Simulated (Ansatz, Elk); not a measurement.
## How far do independent atoms describe CaMg2H5?

Structure refinements treat a crystal as free atoms side by side. For a made-up structure of CaMg2H5 (cell and positions from a PBE relaxation) the runs below show what the calculated density changes in F(hkl).

Method: DFT, PBE, all-electron APW+lo, Dirac cores, scalar-relativistic bands, static density, no spin, in Elk 11.2.3 (patched build).

The structure was built from a prototype and need not be the compound's stable phase.

## 1. Starting point

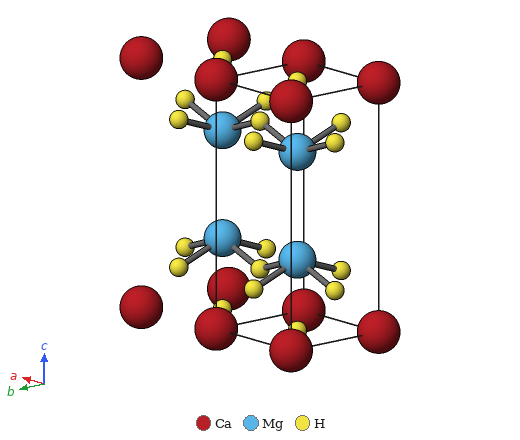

The cell as given, from a free direction (calcium red, magnesium blue, hydrogen yellow). 2×1×1 cells are drawn. Some periodic images of atoms are drawn too.

## 2. Ground state and structure factors

An all-electron density is needed, since X-rays see the cores too. Task 0 finds the density and task 195 Fourier-transforms it; tshift is off so that phases refer to the origin typed.

Input file elk.in:

```
tasks
  0
  195

xctype
  20

spinpol
  .false.

rgkmax
  7.0

gmaxvr
  14.0

lmaxo
  7

lmaxapw
  8

swidth
  0.002

tshift
  .false.

ramdisk
  .false.

hmaxvr
  5.5

maxscl
  120

epspot
  1e-06

sppath
  './'

avec
  6.74113488733 0.00000000000 0.00000000000
  0.00000000000 6.74113488733 0.00000000000
  0.00000000000 0.00000000000 15.05362484677

atoms
  3
  'Ca.in'
  1
  0.0000000000 -0.0000000000 -0.0000000000   0.000000 0.000000 0.000000
  'Mg.in'
  2
  0.5000000000 0.5000000000 0.7162974265   0.000000 0.000000 0.000000
  0.5000000000 0.5000000000 0.2837025735   0.000000 0.000000 0.000000
  'H.in'
  5
  0.5000000000 -0.0000000000 0.7965738369   0.000000 0.000000 0.000000
  0.5000000000 -0.0000000000 0.2034261631   0.000000 0.000000 0.000000
  0.0000000000 0.5000000000 0.7965738369   0.000000 0.000000 0.000000
  0.0000000000 0.5000000000 0.2034261631   0.000000 0.000000 0.000000
  0.5000000000 0.5000000000 -0.0000000000   0.000000 0.000000 0.000000

ngridk
  6 6 3
```

Launch:

```
$ OMP_NUM_THREADS=4 elk
```

Numbers of over 12 decimals in the logs are rounded to 6 here.

The log of the run:

```text
┌─────────────────────────┐
│ Elk code version 11.2.3 │
└─────────────────────────┘

All units are atomic (Hartree, Bohr, etc.)

┌─────────────────────────────────────────────────┐
│ Ground-state run starting from atomic densities │
└─────────────────────────────────────────────────┘

Lattice vectors :
   6.741134887       0.000000000       0.000000000
   0.000000000       6.741134887       0.000000000
   0.000000000       0.000000000       15.05362485

Reciprocal lattice vectors :
  0.9320663972       0.000000000       0.000000000
   0.000000000      0.9320663972       0.000000000
   0.000000000       0.000000000      0.4173868667

Unit cell volume      :    684.0803621
Brillouin zone volume :   0.3626039091

Muffin-tin inner radius fraction :   0.1000000000E-01

Nuclei treated as point charges

Species : 1 (Ca)
 parameters loaded from : Ca.in
 name : calcium
 nuclear charge    :   -20.00000000
 electronic charge :    20.00000000
 atomic mass :    73057.72475
 muffin-tin radius :    2.400000000
 number of radial points in muffin-tin :    993
 inner part over the whole radius :   0.9970789793E-02
 number on inner part of muffin-tin    :    698
 approximate nuclear radius :   0.6614485811E-04
 number of mesh points to nuclear radius :    321
 atomic positions (lattice), magnetic fields (Cartesian) :
  1 :   0.00000000  0.00000000  0.00000000    0.00000000  0.00000000  0.00000000

Species : 2 (Mg)
 parameters loaded from : Mg.in
 name : magnesium
 nuclear charge    :   -12.00000000
 electronic charge :    12.00000000
 atomic mass :    44305.30466
 muffin-tin radius :    2.157621510
 number of radial points in muffin-tin :    793
 inner part over the whole radius :   0.9811266731E-02
 number on inner part of muffin-tin    :    551
 approximate nuclear radius :   0.5710277704E-04
 number of mesh points to nuclear radius :    241
 atomic positions (lattice), magnetic fields (Cartesian) :
  1 :   0.50000000  0.50000000 -0.28370257    0.00000000  0.00000000  0.00000000
  2 :   0.50000000  0.50000000  0.28370257    0.00000000  0.00000000  0.00000000

Species : 3 (H)
 parameters loaded from : H.in
 name : hydrogen
 nuclear charge    :   -1.000000000
 electronic charge :    1.000000000
 atomic mass :    1837.362221
 muffin-tin radius :    1.373031870
 number of radial points in muffin-tin :    393
 inner part over the whole radius :   0.9770774603E-02
 number on inner part of muffin-tin    :    258
 approximate nuclear radius :   0.2766748019E-04
 number of mesh points to nuclear radius :     78
 atomic positions (lattice), magnetic fields (Cartesian) :
  1 :   0.50000000  0.00000000 -0.20342616    0.00000000  0.00000000  0.00000000
  2 :   0.50000000  0.00000000  0.20342616    0.00000000  0.00000000  0.00000000
  3 :   0.00000000  0.50000000 -0.20342616    0.00000000  0.00000000  0.00000000
  4 :   0.00000000  0.50000000  0.20342616    0.00000000  0.00000000  0.00000000
  5 :   0.50000000  0.50000000  0.00000000    0.00000000  0.00000000  0.00000000

Total number of atoms per unit cell :    8
Total muffin-tin volume :    196.2665802
 ratio of muffin-tin to unit cell volume :   0.2869057366

Spin treatment :
 spin-unpolarised

Number of Bravais lattice symmetries :   16
Number of crystal symmetries         :   16
Crystal has inversion symmetry
Real symmetric eigensolver will be used

k-point grid :      6     6     3
k-point offset :    0.000000000       0.000000000       0.000000000
k-point set is reduced with full crystal symmetry group
Total number of k-points :       20

Muffin-tin radius times maximum |G+k| :    7.000000000
 using average radius
Maximum |G+k| for APW functions       :    4.123589160
Maximum (1/2)|G+k|²                   :    8.501993779
Maximum |G| for potential and density :    14.00000000
Constant for pseudocharge density :    8
 order of it for each species :   15  15  15
 order of it for pair densities of each species (exact exchange by exxq0 0: 16) :   15  15   5
Radial integration step length :    1

[...]
from k-point 14 to k-point 13
Estimated direct band gap   :   0.1021113130E-01
 at k-point 20

Charges :
 core                        :    14.00000000
 valence                     :    35.00000000
 interstitial                :    5.515362041
 muffin-tins (core leakage)
  species : 1 (Ca)
   atom 1                    :    18.32891169     ( -0.1987540301E-06)
  species : 2 (Mg)
   atom 1                    :    10.38151537     ( -0.9777890364E-07)
   atom 2                    :    10.38151537     ( -0.9777890364E-07)
  species : 3 (H)
   atom 1                    :   0.8884583216     (   0.000000000    )
[...]
total in muffin-tins        :    43.48463796
 total calculated charge     :    49.00006635
 total charge                :    49.00000000
 error                       :   0.6635366183E-04

RMS change in Kohn-Sham potential (target) :    145.8601312     (  0.1000000000E-05)
Absolute change in total energy (target)   :   0.2976391983     (  0.1000000000E-03)

[... loops 3 to 23 left out ...]

┌──────────────────┐
│ Loop number : 24 │
└──────────────────┘

Energies :
 Fermi                       :     0.105556
 sum of occupied eigenvalues :     -610.78461424189
 electron kinetic            :      1089.6591837531
 core electron kinetic       :      911.07235882803
 Coulomb                     :     -2102.7502282357
 Coulomb potential           :     -1608.7697389439
 nuclear-nuclear             :     -145.92244915605
 electron-nuclear            :     -2307.9093148445
 Hartree                     :      351.08153576488
 Madelung                    :     -1298.3653587638
 xc potential                :     -91.674059051108
 exchange                    :     -69.095312617642
 correlation                 :     -1.841384
 electron entropic           :    -0.38241571639468E-03
 total energy                :     -1084.0281236178

Density of states at Fermi energy :    28.16643450
 (states/Hartree/unit cell)

Estimated indirect band gap :   0.6260315745E-02
 from k-point 16 to k-point 6
Estimated direct band gap   :   0.8130450597E-01
 at k-point 14

Charges :
 core                        :    14.00000000
 valence                     :    35.00000000
 interstitial                :    5.876899036
 muffin-tins (core leakage)
  species : 1 (Ca)
[...]
species : 2 (Mg)
[...]
species : 3 (H)
[...]
total in muffin-tins        :    43.12310096
 total calculated charge     :    49.00004221
 total charge                :    49.00000000
 error                       :   0.4220841804E-04

RMS change in Kohn-Sham potential (target) :   0.7247292214E-06 (  0.1000000000E-05)
Absolute change in total energy (target)   :   0.2323190529E-07 (  0.1000000000E-03)

Convergence targets achieved

┌──────────────────┐
│ Loop number : 25 │
└──────────────────┘

Energies :
 Fermi                       :     0.105556
 sum of occupied eigenvalues :     -610.78461422817
 electron kinetic            :      1089.6591837533
 core electron kinetic       :      911.07235882384
 Coulomb                     :     -2102.7502282293
 Coulomb potential           :     -1608.7697389339
 nuclear-nuclear             :     -145.92244915605
 electron-nuclear            :     -2307.9093148416
 Hartree                     :      351.08153576830
 Madelung                    :     -1298.3653587624
 xc potential                :     -91.674059047523
 exchange                    :     -69.095312617697
 correlation                 :     -1.841384
 electron entropic           :    -0.38241571699101E-03
 total energy                :     -1084.0281236113

Density of states at Fermi energy :    28.16643455
 (states/Hartree/unit cell)

Estimated indirect band gap :   0.6260315709E-02
 from k-point 16 to k-point 6
Estimated direct band gap   :   0.8130450619E-01
 at k-point 14

Charges :
 core                        :    14.00000000
 valence                     :    35.00000000
 interstitial                :    5.876899035
 muffin-tins (core leakage)
  species : 1 (Ca)
   atom 1                    :    18.25125769     ( -0.1986013327E-06)
  species : 2 (Mg)
   atom 1                    :    10.44891752     ( -0.9777890364E-07)
   atom 2                    :    10.44891752     ( -0.9777890364E-07)
  species : 3 (H)
[...]
atom 3                    :   0.8068411333     (   0.000000000    )
   atom 4                    :   0.8068411333     (   0.000000000    )
   atom 5                    :   0.7466437061     (   0.000000000    )
 total in muffin-tins        :    43.12310097
 total calculated charge     :    49.00004221
 total charge                :    49.00000000
 error                       :   0.4220841801E-04

┌──────────────────────────────┐
│ Self-consistent loop stopped │
└──────────────────────────────┘

Wrote STATE.OUT
```

It took 65 s on 4 threads of Arm Neoverse V2, shared host; peak memory 0.27 GiB; 3.7 min of CPU time.

SFACRHO.OUT:

```text

h k l indices transformed by vhmat matrix:
   1.000000000       0.000000000       0.000000000    
   0.000000000       1.000000000       0.000000000    
   0.000000000       0.000000000       1.000000000    

      h      k      l  multipl.   |H|            Re(F)            Im(F)           |F|

      0      0      0      1   0.0000000       49.000000     -0.28852776E-16   49.000000    
      0      0      1      2  0.41738687       16.269065      0.10501806E-14   16.269065    
      0      0     -2      2  0.83477373      -3.5315586     -0.66196297E-14   3.5315586    
      1      0      0      4  0.93206640      -3.9476732      0.22735340E-14   3.9476732    
     -1      0     -1      8   1.0212539       18.874453     -0.43075668E-16   18.874453    
     -1      0      2      8   1.2512374       30.231007     -0.77144833E-14   30.231007    
      0      0      3      2   1.2521606       23.626928     -0.39658747E-14   23.626928    
     -1      1      0      4   1.3181409       29.763589      0.37566399E-15   29.763589    
      1     -1      1      8   1.3826450       10.477783     -0.10050328E-14   10.477783    
     -1     -1      2      8   1.5602380      0.81021078      0.65554383E-14  0.81021078    
      0     -1      3      8   1.5609785       3.1676071      0.71787014E-14   3.1676071    
      0      0      4      2   1.6695475       25.059419     -0.78448818E-14   25.059419    
      1     -1      3      8   1.8180764       23.304614     -0.30730273E-14   23.304614    
     -2      0      0      4   1.8641328       29.605668      0.37497551E-14   29.605668    
      0      2      1      8   1.9102887       9.5939660      0.10391311E-14   9.5939660    
      1      0     -4      8   1.9121026       1.5953937     -0.10610209E-13   1.5953937    
      0      2      2      8   2.0425078      -2.6533081      0.12047098E-13   2.6533081    
      1     -2      0      8   2.0841638      -3.4054881     -0.17647813E-14   3.4054881
```

Elk indexes on the primitive cell of elk.in and gives |H| = 4π sin θ/λ in inverse bohr. Below, one row stands for each form hkl of the conventional cell (m members, Friedel mates merged), F is for one primitive cell and the density is static (no thermal factor). Free-atom factors are Waasmaier and Kirfel's, and R is Σm||F|−|F'||/Σm|F|.

| hkl | m | sin θ/λ (Å⁻¹) | abs F, DFT | neutral atoms | diff. |
| --- | --- | --- | --- | --- | --- |
| 001 | 2 | 0.063 | 16.269 | 15.905 | +0.365 |
| 002 | 2 | 0.126 | 3.532 | 3.355 | +0.176 |
| 100 | 4 | 0.140 | 3.948 | 4.004 | -0.056 |
| 101 | 8 | 0.154 | 18.875 | 18.957 | -0.083 |
| 102 | 8 | 0.188 | 30.231 | 30.349 | -0.118 |
| 003 | 2 | 0.188 | 23.627 | 24.120 | -0.493 |
| 110 | 4 | 0.198 | 29.764 | 30.417 | -0.654 |
| 111 | 8 | 0.208 | 10.478 | 10.389 | +0.089 |
| 112 | 8 | 0.235 | 0.810 | 0.044 | +0.766 |
| 103 | 8 | 0.235 | 3.168 | 3.159 | +0.008 |
| 004 | 2 | 0.251 | 25.059 | 24.501 | +0.558 |
| 113 | 8 | 0.273 | 23.305 | 22.816 | +0.489 |
| 200 | 4 | 0.280 | 29.606 | 29.003 | +0.602 |
| 201 | 8 | 0.287 | 9.594 | 9.408 | +0.186 |
| 104 | 8 | 0.287 | 1.595 | 1.669 | -0.073 |
| 202 | 8 | 0.307 | 2.653 | 2.431 | +0.222 |
| 210 | 8 | 0.313 | 3.405 | 3.389 | +0.016 |
| 005 | 2 | 0.314 | 0.200 | 0.154 | +0.046 |

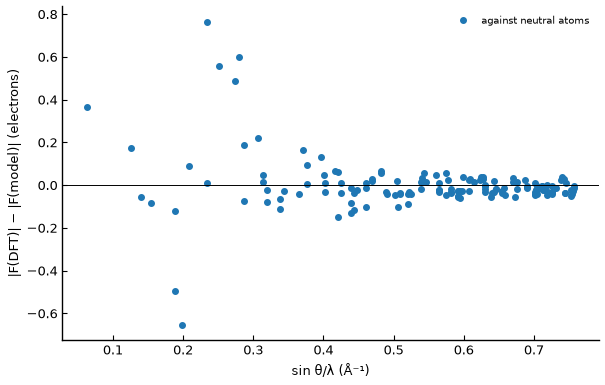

Difference between the calculated structure factors and the independent-atom ones.

## 3. The highest occupied states alone

An energy window below the Fermi level keeps the highest occupied states, to see at which angles they scatter; shallow core shells can lie inside it and anion s states outside. No new self-consistency is needed.

Edit elk.in of step 2 so:

```diff
@@ -1,3 +1,2 @@
 tasks
-  0
   195
@@ -40,2 +39,5 @@
 
+wsfac
+  -0.335440 0.405560
+
 sppath
```

Launch:

```
$ OMP_NUM_THREADS=4 elk
```

The log of the run:

```text
┌─────────────────────────────────┐
│ Elk code version 11.2.3 started │
└─────────────────────────────────┘

Info(readinput): the functional depends on the density's gradient
 muffin-tin radial points multiplied by    2.00000
 (not where nrmtscf is given)

┌────────────────────┐
│ Current task : 195 │
└────────────────────┘
Info(checkmt): changed muffin-tin radius of species 2 (Mg) from   2.2000 to   2.1576
Info(checkmt): changed muffin-tin radius of species 3 (H) from   1.4000 to   1.3730

Info(sfacrho): density structure factors written to SFACRHO.OUT

 Energy window :  -0.3354400000      0.4055600000

┌──────────────────┐
│ Elk code stopped │
└──────────────────┘
```

It took 8.6 s on 4 threads; peak memory 0.16 GiB; 9.4 s of CPU time.

States within 12 eV below the Fermi level hold 11.00 electrons; any levels below the window count with the cores. Their amplitudes can exceed the total, where window and core parts have opposite phase:

| hkl | sin θ/λ (Å⁻¹) | abs F, window | abs F, all |
| --- | --- | --- | --- |
| 001 | 0.063 | 2.877 | 16.269 |
| 002 | 0.126 | 2.584 | 3.532 |
| 100 | 0.140 | 1.218 | 3.948 |
| 101 | 0.154 | 0.579 | 18.875 |
| 102 | 0.188 | 0.534 | 30.231 |
| 003 | 0.188 | 1.497 | 23.627 |
| 110 | 0.198 | 2.052 | 29.764 |
| 111 | 0.208 | 0.027 | 10.478 |
| 112 | 0.235 | 2.611 | 0.810 |
| 103 | 0.235 | 0.308 | 3.168 |

## 4. Another functional

The difference from free atoms is small, so it is set against the change that PBEsol makes.

Edit elk.in of step 3 so:

```diff
@@ -1,2 +1,3 @@
 tasks
+  0
   195
@@ -4,3 +5,3 @@
 xctype
-  20
+  22
 
@@ -39,5 +40,2 @@
 
-wsfac
-  -0.335440 0.405560
-
 sppath
```

Launch:

```
$ OMP_NUM_THREADS=4 elk
```

The log of the run:

```text
┌─────────────────────────┐
│ Elk code version 11.2.3 │
└─────────────────────────┘

All units are atomic (Hartree, Bohr, etc.)

┌─────────────────────────────────────────────────┐
│ Ground-state run starting from atomic densities │
└─────────────────────────────────────────────────┘

Lattice vectors :
   6.741134887       0.000000000       0.000000000
   0.000000000       6.741134887       0.000000000
   0.000000000       0.000000000       15.05362485

Reciprocal lattice vectors :
  0.9320663972       0.000000000       0.000000000
[...]
species : 2 (Mg)
   atom 1                    :    10.45343624     ( -0.9777890231E-07)
   atom 2                    :    10.45343624     ( -0.9777890231E-07)
  species : 3 (H)
[...]
atom 4                    :   0.7892855902     (   0.000000000    )
   atom 5                    :   0.7269074390     (   0.000000000    )
 total in muffin-tins        :    43.05098554
 total calculated charge     :    49.00003864
 total charge                :    49.00000000
 error                       :   0.3863563922E-04

┌──────────────────────────────┐
│ Self-consistent loop stopped │
└──────────────────────────────┘

Wrote STATE.OUT
[key lines of the parts left out:]
total energy                :     -1082.2808144335
```

The job ended after 60 s (4 threads; peak memory 0.28 GiB; 3.4 min of CPU time).

Against the first run R = 0.11 %; the largest change is -0.090 at 200.

## 5. Basis size

The basis and the expansions that go with it are enlarged, to see whether the differences are converged.

Edit elk.in of step 4 so:

```diff
@@ -5,3 +5,3 @@
 xctype
-  22
+  20
 
@@ -11,12 +11,12 @@
 rgkmax
-  7.0
+  8.5
 
 gmaxvr
-  14.0
+  18.0
 
 lmaxo
-  7
+  9
 
 lmaxapw
-  8
+  10
```

Launch:

```
$ OMP_NUM_THREADS=4 elk
```

The log of the run:

```text
┌─────────────────────────┐
│ Elk code version 11.2.3 │
└─────────────────────────┘

All units are atomic (Hartree, Bohr, etc.)

┌─────────────────────────────────────────────────┐
│ Ground-state run starting from atomic densities │
└─────────────────────────────────────────────────┘

Lattice vectors :
   6.741134887       0.000000000       0.000000000
   0.000000000       6.741134887       0.000000000
   0.000000000       0.000000000       15.05362485

Reciprocal lattice vectors :
  0.9320663972       0.000000000       0.000000000
[...]
species : 2 (Mg)
   atom 1                    :    10.44853264     ( -0.9777890186E-07)
   atom 2                    :    10.44853264     ( -0.9777890186E-07)
  species : 3 (H)
[...]
atom 4                    :   0.8068106117     (   0.000000000    )
   atom 5                    :   0.7465216871     (   0.000000000    )
 total in muffin-tins        :    43.12081520
 total calculated charge     :    49.00004871
 total charge                :    49.00000000
 error                       :   0.4870734007E-04

┌──────────────────────────────┐
│ Self-consistent loop stopped │
└──────────────────────────────┘

Wrote STATE.OUT
[key lines of the parts left out:]
total energy                :     -1084.0291843920
```

The job ended after 3.9 min (4 threads; peak memory 0.65 GiB; 14 min of CPU time).

Against the first run R = 0.01 %; the largest change is -0.003 at 307.

## 6. Settings against the effect

| run | R against the first run (%) | R against neutral atoms, low angle (%) | wall time |
| --- | --- | --- | --- |
| PBE, rgkmax 7 | 0.00 | 1.95 | 65 s |
| PBEsol | 0.11 | 1.77 | 60 s |
| rgkmax 8.5 with larger expansions | 0.01 | 1.95 | 3.9 min |

## 7. Results

```yaml
r_against_neutral_atoms_sin_theta_lambda_0p3_a_minus1: 1.95 %
r_against_neutral_atoms_0p3_to_0p76_a_minus1: 0.44 %
```

What this shows: Independent neutral atoms miss the calculated amplitudes by R = 1.95 % below 0.3 Å⁻¹ and 0.44 % from there to 0.76 Å⁻¹; by shells, 2.36 % below 0.15 Å⁻¹ (3 forms), 1.93 % 0.15 to 0.3 (12 forms), 0.54 % 0.3 to 0.45 (27 forms), 0.41 % above 0.45 (107 forms). Bonding, aspherical density and the tables' own atoms all enter these figures, and the runs don't part them. The largest change of an amplitude is +0.77 electrons, at 112. R counts amplitudes alone; phases shift too. Weak lines can change much in proportion: 112 goes from 0.04 to 0.81. The window's part falls from 11.0 electrons at the origin to at most 0.55 between 0.45 and 0.76 Å⁻¹. Below 0.3 Å⁻¹ the changes that finished (PBEsol and rgkmax 8.5 with larger expansions) move F by R = 0.23 % at most, against the 1.95 % that separates it from free atoms. The k-mesh has no finished test. Part of the difference isn't bonding: the tables are fits to free atoms and ions calculated by other methods than this functional. Thermal motion, anomalous dispersion and extinction are left out.

[Logs are printed without paths, hosts, clocks, repeated set-up lines and the standing remarks that a program may print on its own settings, such as how far it seeks lower states.]

[Hosts, paths, dates, database ids (printed as entryN), source tags and the programs' standing remarks are cut or masked in the printed files.]
